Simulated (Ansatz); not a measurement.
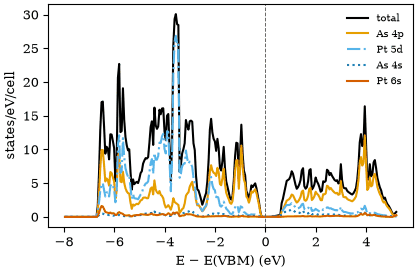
Figure: Total and projected density of states of As$_{2}$Pt in space group Pa-3 (No. 205; Pt on 4a, As on 8c), DFT-PBEsol in the program Ansatz with PAW potentials

Problem. Which orbitals carry the states next to the gap?

Solution. Top 1 eV of the valence band: As 4p 80 %, Pt 5d 10 %, outside the projected shells 5 %. Bottom 1 eV of the conduction band: As 4p 47 %, Pt 5d 32 %, As 4s 17 %. Projections are on Löwdin-orthogonalised atomic valence shells; empty p or d shells of many metals are not among them.

Problem. Where is the tallest occupied peak in this window, and what makes it?

Solution. Near -3.6 eV, about 30 states/eV per cell; the largest projected share is Pt 5d.

The cell was relaxed with PBEsol under the symmetry of its start. The run is not spin-polarised. Scalar-relativistic: spin–orbit coupling is off unless named, which matters more the heavier the elements.

Potentials: the later of the program's two PAW sets.
